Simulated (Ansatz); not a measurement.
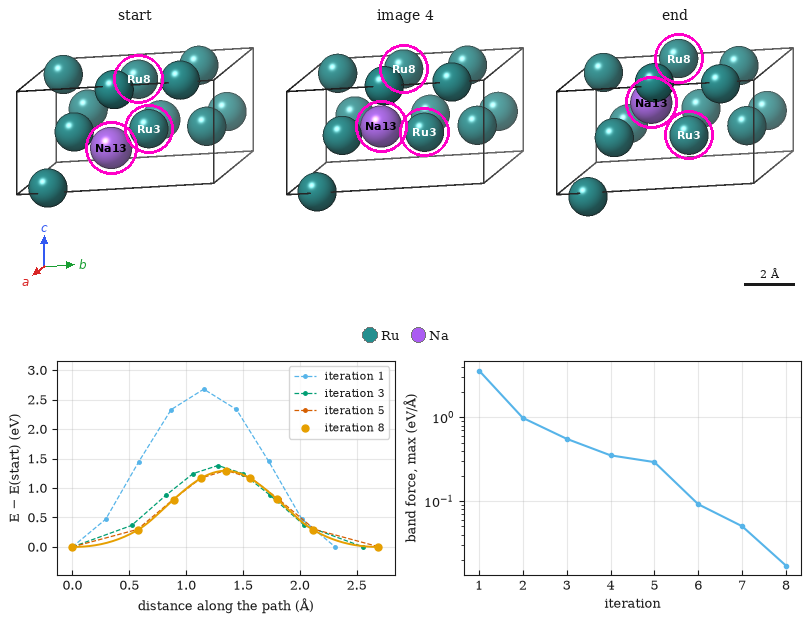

NEB run on Ru with an interstitial Na (13 atoms in the cell). Images are numbered from 0 (start) to 8 (end). The plot follows the band through its iterations. A spheres-only model of the simulation cell (origin moved), seen slightly off an axis. The atoms that move most are ringed.

The calculation used Ansatz 0.2.0, DFT PBE-D3(BJ), scalar-relativistic, plane waves, PAW.

Input file:
```yaml
crystal:
  lattice:
    - [5.4, 0.0, 0.0]
    - [-4.05, 7.014806, 0.0]
    - [0.0, 0.0, 4.2768]
  atoms:
    - { symbol: Ru, position: [0.01583486, -0.00957287, 0.0273837] }
    - { symbol: Ru, position: [0.18874673, 0.22863074, 0.46619352] }
    - { symbol: Ru, position: [0.06565343, 0.3797404, 0.03141437] }
    - { symbol: Ru, position: [0.17777792, 0.56237405, 0.51759013] }
    - { symbol: Ru, position: [-0.02164382, 0.65664258, -0.00312782] }
    - { symbol: Ru, position: [0.16575085, 0.88667201, 0.5420427] }
    - { symbol: Ru, position: [0.43434095, -0.05518978, 0.07117044] }
    - { symbol: Ru, position: [0.66341701, 0.24687899, 0.39910079] }
    - { symbol: Ru, position: [0.49728181, 0.32656497, -0.0550464] }
    - { symbol: Ru, position: [0.66569028, 0.55383365, 0.50125109] }
    - { symbol: Ru, position: [0.52224937, 0.66831668, -0.00533377] }
    - { symbol: Ru, position: [0.67210296, 0.86570136, 0.48990043] }
    - { symbol: Na, position: [0.77357608, 0.12959063, 0.78034082] }
basis:
  ecutwfc: 420.0
kpoints:
  mp_grid: { grid: [4, 3, 4] }
hamiltonian:
  xc: pbe
  dispersion: d3bj
scf:
  occupations: { method: gaussian, width: 0.15 }
  lower_state_search: "off"
neb:
  images: 7
  f_tol: 0.03
  initial_path: idpp
  max_iterations: 61
  spring: { min: 2.0, max: 10.0 }
  final_atoms:
    - { symbol: Ru, position: [0.01788159, -0.00858875, -0.02722363] }
    - { symbol: Ru, position: [0.1904705, 0.22971808, 0.53372007] }
    - { symbol: Ru, position: [0.06756763, 0.38092485, -0.0312974] }
    - { symbol: Ru, position: [0.17971293, 0.56353014, 0.48264754] }
    - { symbol: Ru, position: [-0.01983874, 0.65768276, 0.00343213] }
    - { symbol: Ru, position: [0.16748924, 0.88763009, 0.45808521] }
    - { symbol: Ru, position: [0.43614683, -0.0542843, -0.07110746] }
    - { symbol: Ru, position: [0.66532018, 0.24769801, 0.60071892] }
    - { symbol: Ru, position: [0.49921336, 0.32762656, 0.05487509] }
    - { symbol: Ru, position: [0.66753112, 0.5547716, 0.49913398] }
    - { symbol: Ru, position: [0.52408772, 0.66940808, 0.00549907] }
    - { symbol: Ru, position: [0.67411553, 0.86680441, 0.51022678] }
    - { symbol: Na, position: [0.77554576, 0.13047638, 1.21923906] }
  order_check: true
```

Run as
```bash
ansatz run input.yaml --threads 4 --pin off --max-ram 10240MiB --backend cpu --events-out ev --progress --plain --runs-dir out
```

Did the band converge, and can the barrier be trusted?

Answer. The run is converged, with reservations. The band converged in 8 iterations. The largest component of the band force went from 3.6 to 0.017 eV/Å. The climbing image converged on the top of the path. A check of its curvatures didn't confirm a first-order saddle. The first iteration put the highest image at 2.68 eV. The barrier is about 1.29 eV in both directions, with image 4 at the top; the ends have the same energy.

Limits of the set-up: the periodic images lie only 4.3 Å apart, so the values are limited by the cell's size.

The run took 12 min on 4 threads of Intel(R) Xeon(R) Platinum 8488C (Sapphire Rapids), on a shared host, peak memory 2.7 GiB.
